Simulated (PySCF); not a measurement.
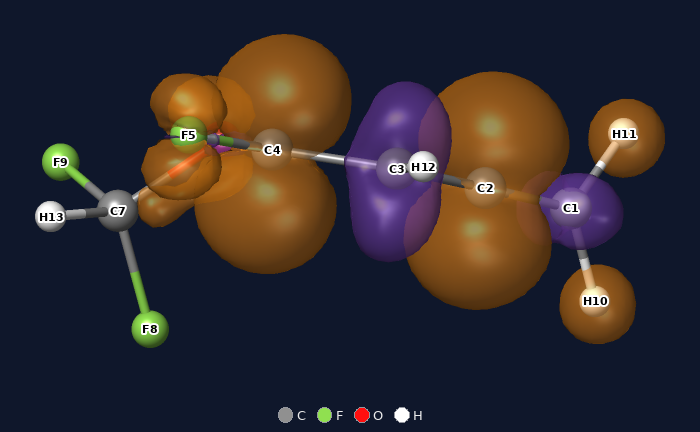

C₅H₄F₃O (SMILES C=C=C[C](F)OC(F)F) (doublet). Isosurfaces of the spin density (α minus β) at +0.03 (orange) and −0.03 e/Å³ (purple), seen from one side.

Geometry: GFN2-xTB.

Computed with PySCF 2.14.0, density-fitted response routines, UKS B3LYP, pcH-1 on C F H O, non-relativistic, mean-field spin-orbit, GIAO.

```yaml
atoms:
  - { symbol: C, position_ang: [2.7200, -0.4838, -0.2586] }
  - { symbol: C, position_ang: [1.7547, 0.2616, 0.1469] }
  - { symbol: C, position_ang: [0.7551, 1.0368, 0.5943] }
  - { symbol: C, position_ang: [-0.5573, 0.9279, 0.1946] }
  - { symbol: F, position_ang: [-1.5097, 1.7254, 0.7320] }
  - { symbol: O, position_ang: [-1.0211, 0.0743, -0.7627] }
  - { symbol: C, position_ang: [-2.1179, -0.6764, -0.4547] }
  - { symbol: F, position_ang: [-1.7609, -1.7837, 0.2423] }
  - { symbol: F, position_ang: [-2.6589, -1.1077, -1.5960] }
  - { symbol: H, position_ang: [2.9907, -1.4054, 0.2400] }
  - { symbol: H, position_ang: [3.3178, -0.2380, -1.1262] }
  - { symbol: H, position_ang: [0.9712, 1.8157, 1.3138] }
  - { symbol: H, position_ang: [-2.8880, -0.1461, 0.1329] }
```

> Describe the spin distribution.

The unpaired spin (1 electron) lies mostly on C4 (about 0.4), C2 (about 0.4) and F5 (about 0.1), in electrons by Hirshfeld's partition.
